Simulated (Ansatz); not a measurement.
**CH6BFSi: one molecule under many settings**

How do the results and run time of CH6BFSi respond when the settings are drawn wide?

Method: the settings change from run to run; program: Ansatz 0.2.0, Gaussian basis.

## 1. The relaxed structure

The geometry comes from an earlier relaxation with PBE0-D4 in a triple-zeta def2 set; it is a stationary point, not always the lowest conformer.

SMILES `B[SiH2]CF`, 10 atoms, charge 0, spin multiplicity 1.

Atoms are counted from 1 here; the program's logs count them from 0.

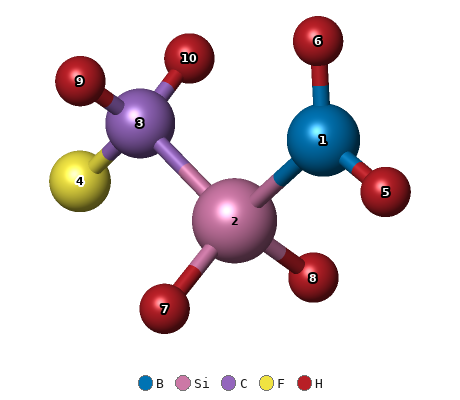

The structure; boron blue, silicon pink, carbon purple, fluorine yellow, hydrogen red; atoms are numbered from 1 in the order of the file.

## 2. r2SCAN/pcseg-2

This run has unrestricted orbitals, a point charge of -1.00 e beside it, D3(BJ) with three-body dispersion.

in.yaml reads:

```yaml
crystal:
  periodic: [false, false, false]
  atoms:
    - {symbol: B, position_ang: [-1.700868, 0.681748, -0.301071]}
    - {symbol: Si, position_ang: [-0.119680, -0.553841, -0.431921]}
    - {symbol: C, position_ang: [1.348680, 0.024832, 0.621749]}
    - {symbol: F, position_ang: [2.425701, -0.848509, 0.514486]}
    - {symbol: H, position_ang: [-2.690242, 0.436408, -0.926376]}
    - {symbol: H, position_ang: [-1.714791, 1.665645, 0.379346]}
    - {symbol: H, position_ang: [0.311302, -0.651088, -1.856429]}
    - {symbol: H, position_ang: [-0.531819, -1.916278, 0.014454]}
    - {symbol: H, position_ang: [1.685978, 1.019574, 0.309545]}
    - {symbol: H, position_ang: [1.068638, 0.090308, 1.679120]}
basis:
  gaussian: {orbitals: pcseg-2, point_charges: [{charge: -1.00, position_ang: [7.113, 0.175, 0.449]}]}
magnetization: {spin_polarized: true, initial_magnetization: 0}
hamiltonian: {xc: {name: r2SCAN}, dispersion: d3bjatm}
```

Command:

```
$ ansatz run in.yaml --threads 2 --pin off --events-out ev --progress --plain --max-ram 4352MiB
```

The log of the run:

```text
Functional definition: r2SCAN
  name "r2SCAN"
  cite "Furness, Kaplan, Ning, Perdew & Sun, J. Phys. Chem. Lett. 11, 8208 (2020) doi:10.1021/acs.jpclett.0c02405"
  cite "Furness, Kaplan, Ning, Perdew & Sun, J. Phys. Chem. Lett. 11, 9248 (2020) doi:10.1021/acs.jpclett.0c03077"
  parent r2scan
  parameter k0 = 0.174
  parameter k1 = 0.065
  parameter a1 = 4.9479
  exchange = r2scan_x(k0 = k0, k1 = k1, a1 = a1)
  correlation = r2scan_c
1063 factors; their error is unknown
mean field evaluation 1: about -12398.6779 eV, gradient 3.0e1 eV
mean field evaluation 2: about -12397.4696 eV, gradient 3.3e1 eV
mean field evaluation 4: about -12403.0287 eV, gradient 1.5e0 eV
mean field evaluation 8: about -12403.0417 eV, gradient 4.8e-2 eV
mean field evaluation 16: about -12402.9696 eV, gradient 6.8e-5 eV
mean field -12402.96955862 eV, -455.8007242445 hartree, gradient 6.8e-5 eV, S^2 0.000000; 0 other end points of the search recorded, 0 dependent functions left out
reference -12402.96958165 eV, -455.8007250910 hartree; 20, 20 occupied and 188, 188 virtual orbitals, 1063 factors
Total energy: -12403.01720292 eV, -455.8024751402 hartree
```

Wall time 7.5 s (2 threads of Arm Neoverse V2, shared host).

⟨S²⟩ 0.000.

## 3. B3LYP5/6-31G

Set apart from the defaults: high accuracy.

Edit in.yaml of step 2 so:

```diff
@@ -14,4 +14,5 @@
 basis:
-  gaussian: {orbitals: pcseg-2, point_charges: [{charge: -1.00, position_ang: [7.113, 0.175, 0.449]}]}
-magnetization: {spin_polarized: true, initial_magnetization: 0}
-hamiltonian: {xc: {name: r2SCAN}, dispersion: d3bjatm}
+  gaussian: {orbitals: 6-31G}
+hamiltonian: {xc: {name: B3LYP5}}
+accuracy: high
+output: {forces: true}
```

The command is unchanged.

The log of the run (excerpt; [...] marks lines left out):

```text
Functional definition: B3LYP5
  name "B3LYP5"
  cite "Stephens, Devlin, Chabalowski & Frisch, J. Phys. Chem. 98, 11623 (1994) doi:10.1021/j100096a001"
  cite "Becke, Phys. Rev. A 38, 3098 (1988) doi:10.1103/PhysRevA.38.3098"
  cite "Lee, Yang & Parr, Phys. Rev. B 37, 785 (1988) doi:10.1103/PhysRevB.37.785"
  cite "Vosko, Wilk & Nusair, Can. J. Phys. 58, 1200 (1980) doi:10.1139/p80-159"
[...]
1343 factors; integrals over basis functions are off by at most 4.0e-9 eV
[...]
mean field -12398.34180413 eV, -455.6306574039 hartree, gradient 3.1e-8 eV, S^2 0.000000; 0 other end points of the search recorded, 0 dependent functions left out
[...]
reference -12398.34184420 eV, -455.6306588763 hartree; 20, 20 occupied and 32, 32 virtual orbitals, 1343 factors
Total energy: -12398.34184420 eV, -455.6306588763 hartree
Atom 0 at    -1.700868     0.681748    -0.301071 Å, force    -0.249992     0.133054    -0.019398 eV/Å
Atom 1 at    -0.119680    -0.553841    -0.431921 Å, force    -0.446851     0.011810    -0.194640 eV/Å
Atom 2 at     1.348680     0.024832     0.621749 Å, force    -0.828443     1.336639     0.534208 eV/Å
Atom 3 at     2.425701    -0.848509     0.514486 Å, force     1.548321    -1.336820    -0.209191 eV/Å
Atom 4 at    -2.690242     0.436408    -0.926376 Å, force     0.003356     0.016060     0.011573 eV/Å
Atom 5 at    -1.714791     1.665645     0.379346 Å, force     0.012939    -0.010812    -0.002994 eV/Å
Atom 6 at     0.311302    -0.651088    -1.856429 Å, force     0.109136    -0.061221    -0.256840 eV/Å
Atom 7 at    -0.531819    -1.916278     0.014454 Å, force    -0.033071    -0.276324     0.061950 eV/Å
Atom 8 at     1.685978     1.019574     0.309545 Å, force    -0.039549     0.121328    -0.003294 eV/Å
Atom 9 at     1.068638     0.090308     1.679120 Å, force    -0.075846     0.066286     0.078625 eV/Å
Dipole moment:    -0.348485     0.313883     0.055478 e Å
```

Run time: 3.4 s. Hardware: 2 threads of Arm Neoverse V2, shared host.

Largest force 2.056 eV/Å, dipole 2.27 D.

## 4. r2SCAN/6-31G

Edit in.yaml of step 3 so:

```diff
@@ -15,4 +15,3 @@
   gaussian: {orbitals: 6-31G}
-hamiltonian: {xc: {name: B3LYP5}}
-accuracy: high
+hamiltonian: {xc: {name: r2SCAN}}
 output: {forces: true}
```

Same command.

The log of the run (excerpt; [...] marks lines left out):

```text
Functional definition: r2SCAN
  name "r2SCAN"
  cite "Furness, Kaplan, Ning, Perdew & Sun, J. Phys. Chem. Lett. 11, 8208 (2020) doi:10.1021/acs.jpclett.0c02405"
  cite "Furness, Kaplan, Ning, Perdew & Sun, J. Phys. Chem. Lett. 11, 9248 (2020) doi:10.1021/acs.jpclett.0c03077"
  parent r2scan
[...]
660 factors; integrals over basis functions are off by at most 2.2e-4 eV
[...]
mean field -12398.40821604 eV, -455.6330979966 hartree, gradient 1.7e-5 eV, S^2 0.000000; 0 other end points of the search recorded, 0 dependent functions left out
[...]
reference -12398.40822447 eV, -455.6330983062 hartree; 20, 20 occupied and 32, 32 virtual orbitals, 660 factors
Total energy: -12398.40822447 eV, -455.6330983062 hartree
Atom 0 at    -1.700868     0.681748    -0.301071 Å, force    -0.145751     0.053728    -0.026157 eV/Å
Atom 1 at    -0.119680    -0.553841    -0.431921 Å, force    -0.459670     0.091778    -0.147170 eV/Å
Atom 2 at     1.348680     0.024832     0.621749 Å, force    -0.893014     1.305690     0.484350 eV/Å
Atom 3 at     2.425701    -0.848509     0.514486 Å, force     1.546866    -1.340028    -0.212053 eV/Å
Atom 4 at    -2.690242     0.436408    -0.926376 Å, force    -0.043323    -0.001777    -0.022347 eV/Å
Atom 5 at    -1.714791     1.665645     0.379346 Å, force     0.022721     0.037936     0.035494 eV/Å
Atom 6 at     0.311302    -0.651088    -1.856429 Å, force     0.115257    -0.065024    -0.274162 eV/Å
Atom 7 at    -0.531819    -1.916278     0.014454 Å, force    -0.036682    -0.294060     0.066086 eV/Å
Atom 8 at     1.685978     1.019574     0.309545 Å, force    -0.020002     0.155929    -0.026318 eV/Å
Atom 9 at     1.068638     0.090308     1.679120 Å, force    -0.086403     0.055827     0.122277 eV/Å
Dipole moment:    -0.338980     0.307071     0.055336 e Å
```

It took 1.8 s on 2 threads of Arm Neoverse V2, shared host.

Largest force 2.058 eV/Å, dipole 2.21 D.

## 5. LC-wPBE/def2-TZVPP

Options: density fitting with def2-universal-jkfit, high accuracy.

Edit in.yaml of step 4 so:

```diff
@@ -14,4 +14,5 @@
 basis:
-  gaussian: {orbitals: 6-31G}
-hamiltonian: {xc: {name: r2SCAN}}
+  gaussian: {orbitals: def2-TZVPP, fitting: {mean_field: def2-universal-jkfit}}
+hamiltonian: {xc: {name: LC-wPBE}}
+accuracy: high
 output: {forces: true}
```

Same command.

The log of the run (excerpt; [...] marks lines left out):

```text
Functional definition: LC-wPBE
  name "LC-wPBE"
  cite "Vydrov & Scuseria, J. Chem. Phys. 125, 234109 (2006) doi:10.1063/1.2409292"
  cite "Heyd & Scuseria, J. Chem. Phys. 120, 7274 (2004) doi:10.1063/1.1668634"
  cite "Ernzerhof & Perdew, J. Chem. Phys. 109, 3313 (1998) doi:10.1063/1.476928"
  cite "Perdew, Burke & Ernzerhof, Phys. Rev. Lett. 77, 3865 (1996) doi:10.1103/PhysRevLett.77.3865"
  parent pbe
[...]
463 factors; integrals over basis functions are off by at most 1.6e0 eV
463 factors; integrals over basis functions are off by at most 6.6e-5 eV
[...]
mean field -12401.01166122 eV, -455.7287728422 hartree, gradient 9.0e-8 eV, S^2 0.000000; 0 other end points of the search recorded, 0 dependent functions left out
[...]
reference -12401.01166122 eV, -455.7287728422 hartree; 20, 20 occupied and 199, 199 virtual orbitals, 463 factors
Total energy: -12401.01166122 eV, -455.7287728422 hartree
Atom 0 at    -1.700868     0.681748    -0.301071 Å, force    -0.007154     0.017039     0.009932 eV/Å
Atom 1 at    -0.119680    -0.553841    -0.431921 Å, force     0.056519    -0.079271    -0.025442 eV/Å
Atom 2 at     1.348680     0.024832     0.621749 Å, force    -0.173599     0.116577     0.000793 eV/Å
Atom 3 at     2.425701    -0.848509     0.514486 Å, force     0.044944    -0.053867    -0.016246 eV/Å
Atom 4 at    -2.690242     0.436408    -0.926376 Å, force     0.056261     0.014832     0.035505 eV/Å
Atom 5 at    -1.714791     1.665645     0.379346 Å, force    -0.002447    -0.054349    -0.040038 eV/Å
Atom 6 at     0.311302    -0.651088    -1.856429 Å, force    -0.022312     0.018320     0.105710 eV/Å
Atom 7 at    -0.531819    -1.916278     0.014454 Å, force     0.034872     0.103727    -0.019788 eV/Å
Atom 8 at     1.685978     1.019574     0.309545 Å, force    -0.018358    -0.078621     0.029377 eV/Å
Atom 9 at     1.068638     0.090308     1.679120 Å, force     0.031273    -0.004385    -0.079803 eV/Å
Dipole moment:    -0.304881     0.287487     0.056832 e Å
```

Run time: 6 s. Hardware: 2 threads of Arm Neoverse V2, shared host.

Largest force 0.209 eV/Å, dipole 2.03 D.

## 6. revPBE0/cc-pVTZ-DK

This run has multiplicity 3, restricted open-shell orbitals, a point charge of -1.00 e beside it, high accuracy.

Edit in.yaml of step 5 so:

```diff
@@ -14,5 +14,5 @@
 basis:
-  gaussian: {orbitals: def2-TZVPP, fitting: {mean_field: def2-universal-jkfit}}
-hamiltonian: {xc: {name: LC-wPBE}}
+  gaussian: {orbitals: cc-pVTZ-DK, point_charges: [{charge: -1.00, position_ang: [6.352, -0.416, -0.308]}]}
+magnetization: {spin_polarized: false, initial_magnetization: 2}
+hamiltonian: {xc: {name: revPBE0}}
 accuracy: high
-output: {forces: true}
```

The command is unchanged.

The log of the run (excerpt; [...] marks lines left out):

```text
Functional definition: revPBE0
  name "revPBE0"
  cite "Zhang & Yang, Phys. Rev. Lett. 80, 890 (1998) doi:10.1103/PhysRevLett.80.890"
  cite "Adamo & Barone, J. Chem. Phys. 110, 6158 (1999) doi:10.1063/1.478522"
  cite "Perdew, Burke & Ernzerhof, Phys. Rev. Lett. 77, 3865 (1996) doi:10.1103/PhysRevLett.77.3865"
[...]
3703 factors; integrals over basis functions are off by at most 1.4e-8 eV
[...]
mean field -12418.77549430 eV, -456.3815816673 hartree, gradient 8.7e-8 eV, S^2 2.000000; 4 other end points of the search recorded, 0 dependent functions left out
reference -12418.77549827 eV, -456.3815818131 hartree; 21, 19 occupied and 187, 189 virtual orbitals, 3703 factors
Total energy: -12418.77549827 eV, -456.3815818131 hartree
Relativity: scalar
```

Wall time 26 s (2 threads of Arm Neoverse V2, shared host); peak memory 1.3 GiB.

[end of part 1 of 2]
